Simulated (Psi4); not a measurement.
# InPH4O (SMILES O[PH][InH2]): B3LYP/def2-QZVPPD (density fitting, core potential, sweep point 7)

Aim: the energy change on altering one bond length of InPH4O at B3LYP/def2-QZVPPD (density fitting, core potential, sweep point 7), from 2 runs. 

Program for the calculation: Psi4 1.11.

## 1. The structure to begin with

InPH4O has 7 atoms, charge 0, and is taken as a singlet. SMILES: `O[PH][InH2]`. The shape is that of a PBE0-D4/def2-TZVP optimisation. This is one conformer, not always the lowest.

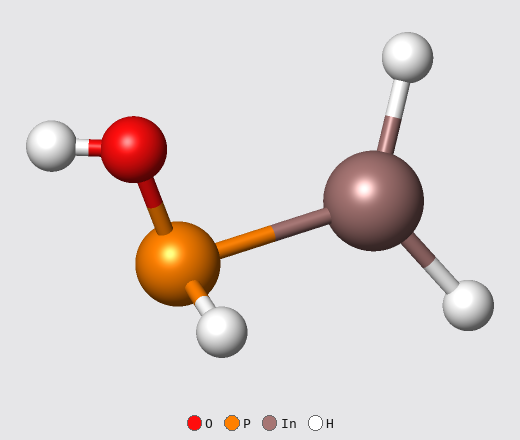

Viewed from a chosen angle; oxygen red, phosphorus orange, indium brown, hydrogen white.

## 2. A single-point energy at B3LYP/def2-QZVPPD (density fitting, core potential, sweep point 7)

Input file input.inp:

```
memory 1.6 GB

molecule mol {
  0 1
  O     -1.844500     0.146900     0.079200
  P     -0.622800    -0.370000    -0.935500
  In     1.396900     0.365900     0.345900
  H     -2.634300     0.311800    -0.441900
  H     -0.483700    -1.722100    -0.492200
  H      1.278200     1.623200     1.518000
  H      2.910100    -0.355700    -0.073500
  symmetry c1
}

set basis def2-QZVPPD
set puream true
set scf_type df
set dft_radial_points 99
set dft_spherical_points 590

energy_value, wavefunction = energy('b3lyp', return_wfn=True)
```

Command:

```console
$ psi4 -n 1 input.inp input.out
```

input.out:

```text
[...]
    !!!  WARNING: ECP capability is in beta. Please check occupations closely.  !!!
[...]
  Running in c1 symmetry.
[...]
  Nuclear repulsion =  173.838427949718067
[...]
  Multiplicity = 1
[...]
  Nalpha       = 24
  Nbeta        = 24
[...]
    Number of basis functions: 362
[...]
   @DF-RKS iter   1:  -608.88009624282688   -7.42391e-01   2.70300e-03 DIIS/ADIIS
[...]
   @DF-RKS iter   9:  -609.26000140563497   -6.97156e-08   2.45749e-07 DIIS
[...]
    Orbital Energies [Eh]
    ---------------------
    Doubly Occupied:
       1A    -77.075477     2A    -19.148347     3A     -6.564188
       4A     -4.727009     5A     -4.723543     6A     -4.721539
       7A     -4.672505     8A     -3.080937     9A     -3.070693
      10A     -3.069894    11A     -1.028572    12A     -0.769747
      13A     -0.763353    14A     -0.761938    15A     -0.761003
      16A     -0.760463    17A     -0.625142    18A     -0.489644
      19A     -0.430260    20A     -0.413825    21A     -0.367723
      22A     -0.297148    23A     -0.286167    24A     -0.233836
[...]
  @DF-RKS Final Energy:  -609.26000140563497
   => Energetics <=
    Nuclear Repulsion Energy =            173.8384279497180671
    One-Electron Energy =               -1259.7056392556719402
    Two-Electron Energy =                 517.1485082938235109
    DFT Exchange-Correlation Energy =     -40.5412983935046469
    Empirical Dispersion Energy =           0.0000000000000000
    VV10 Nonlocal Energy =                  0.0000000000000000
    Total Energy =                       -609.2600014056349664
[...]
 Multipole Moments:
 ------------------------------------------------------------------------------------
     Multipole            Electronic (a.u.)      Nuclear  (a.u.)        Total (a.u.)
 ------------------------------------------------------------------------------------
 L = 1.  Multiply by 2.5417464519 to convert [e a0] to [Debye]
 Dipole X            :         49.5370749          -49.7509560           -0.2138811
 Dipole Y            :         11.9439358          -11.9436085            0.0003273
 Dipole Z            :         17.3255032          -17.4908515           -0.1653483
 Magnitude           :                                                    0.2703429
[...]
```

Wall time 41 s (1 thread of Intel Xeon 6975P-C (Granite Rapids), shared host); peak memory 1.3 GiB.

## 3. The distorted shape

Input file calc.dat:

```
memory 1.6 GB

molecule geom {
  0 1
  O     -1.749539    -0.858947    -0.858486
  P     -0.527839    -1.375847    -1.873186
  In     1.491861    -0.639947    -0.591786
  H     -2.539339    -0.694047    -1.379586
  H     -0.388739    -2.727947    -1.429886
  H      1.278200     1.623200     1.518000
  H      3.005061    -1.361547    -1.011186
  units angstrom
  symmetry c1
}

set puream true
set scf_type df
set dft_radial_points 99
set dft_spherical_points 590

energy("b3lyp/def2-QZVPPD")
```

Command:

```console
$ psi4 calc.dat calc.out -n 1
```

calc.out:

```text
[...]
    !!!  WARNING: ECP capability is in beta. Please check occupations closely.  !!!
[...]
  Running in c1 symmetry.
[...]
  Nuclear repulsion =  170.145907393159916
[...]
  Multiplicity = 1
[...]
  Nalpha       = 24
  Nbeta        = 24
[...]
    Number of basis functions: 362
[...]
   @DF-RKS iter   1:  -608.48150936599518   -4.42362e-01   2.99582e-03 DIIS/ADIIS
[...]
   @DF-RKS iter  10:  -609.16448103103096   -2.86368e-07   5.60949e-07 DIIS
[...]
    Orbital Energies [Eh]
    ---------------------
    Doubly Occupied:
       1A    -77.102804     2A    -19.165924     3A     -6.591074
       4A     -4.753464     5A     -4.750698     6A     -4.748574
       7A     -4.699399     8A     -3.106060     9A     -3.099571
      10A     -3.096334    11A     -1.045736    12A     -0.793577
      13A     -0.789711    14A     -0.788615    15A     -0.787033
      16A     -0.783241    17A     -0.646355    18A     -0.508703
      19A     -0.437923    20A     -0.428746    21A     -0.378734
      22A     -0.306383    23A     -0.265226    24A     -0.220316
[...]
  @DF-RKS Final Energy:  -609.16448103103096
   => Energetics <=
    Nuclear Repulsion Energy =            170.1459073931599164
    One-Electron Energy =               -1251.2901068317514728
    Two-Electron Energy =                 512.4264922599354577
    DFT Exchange-Correlation Energy =     -40.4467738523747613
    Empirical Dispersion Energy =           0.0000000000000000
    VV10 Nonlocal Energy =                  0.0000000000000000
    Total Energy =                       -609.1644810310309595
[...]
 Multipole Moments:
 ------------------------------------------------------------------------------------
     Multipole            Electronic (a.u.)      Nuclear  (a.u.)        Total (a.u.)
 ------------------------------------------------------------------------------------
 L = 1.  Multiply by 2.5417464519 to convert [e a0] to [Debye]
 Dipole X            :         49.4714368          -49.8780807           -0.4066439
 Dipole Y            :          9.6327681          -10.5970767           -0.9643086
 Dipole Z            :         15.1032713          -16.2355672           -1.1322959
 Magnitude           :                                                    1.5418639
[...]
```

Run time: 42 s. Hardware: 1 thread of Intel Xeon 6975P-C (Granite Rapids), shared host; peak memory 1.3 GiB.

## 4. What came out

At B3LYP/def2-QZVPPD (density fitting, core potential, sweep point 7):

```
                                                          quantity          value
                                         first shape: total energy  -609.26000 Eh
                                        first shape: dipole moment         0.69 D
                                          first shape: HOMO energy       -6.36 eV
                                          first shape: LUMO energy       -2.10 eV
                                        first shape: HOMO–LUMO gap        4.26 eV
                                     distorted shape: total energy  -609.16448 Eh
                                    distorted shape: dipole moment         3.92 D
                                      distorted shape: HOMO energy       -6.00 eV
                                      distorted shape: LUMO energy       -3.27 eV
                                    distorted shape: HOMO–LUMO gap        2.73 eV
energy change with the In3–H6 bond stretched from 1.723 to 3.101 Å       2.599 eV
```

**Reading.** With the In3–H6 bond stretched from 1.723 to 3.101 Å the energy rises by 2.60 eV (251 kJ/mol). The first shape isn't relaxed at this level, so the change isn't measured from a minimum. A restricted reference can't describe the breaking bond well at this length.
